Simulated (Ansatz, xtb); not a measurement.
Redistribution: C4H9F + C2H4FI → C3H6FI + C3H7F

Species: C4H9F `CC(C)CF`, singlet; C2H4FI `CC(F)I`, singlet; C3H6FI `CC(I)CF`, singlet; C3H7F (2-fluoropropane) `CC(C)F`, singlet. The partners trade CH3 for I; both sit on C, so the bond types are kept.

Shapes, held fixed at every level: PBE0-D4/def2-TZVP. Flexible molecules stand in one conformer, not always the lowest. Programs: Ansatz 0.2.0, xtb 6.7.1. Electronic energies: no zero-point or thermal term.

```tsv
level	kind	ΔE (kJ/mol)	less CCSD(T)/def2-TZVPP
GFN2-xTB	semi-empirical	-5.6	+10.6
HF/def2-TZVPP	Hartree–Fock	-19.6	-3.4
PBE-D4/def2-TZVPP	GGA	-10.2	+6.0
r2SCAN-D4/def2-TZVPP	meta-GGA	-12.0	+4.2
wB97M-V/def2-TZVPP	range-separated hybrid	-14.5	+1.7
wB97X-V/def2-TZVPP	range-separated hybrid	-14.5	+1.7
CCSD/def2-TZVPP	coupled cluster or CI	-16.9	-0.7
CCSD(T)/def2-TZVPP	coupled cluster or CI	-16.2	0.0
```

The highest level, CCSD(T)/def2-TZVPP, gives ΔE = -16.2 kJ/mol; the levels span -19.6 to -5.6. The column of differences is taken from that level and isn't an error. No measured value is set beside it here. For atoms past krypton def2 sets carry core potentials with scalar relativity. Outer-core shells of I are correlated, in sets that cover them unevenly.

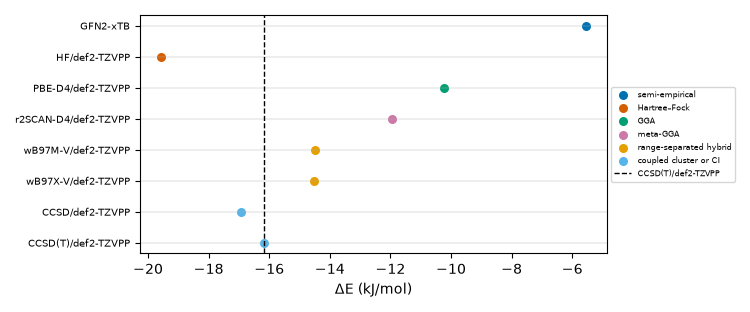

The values of the table, level by level.
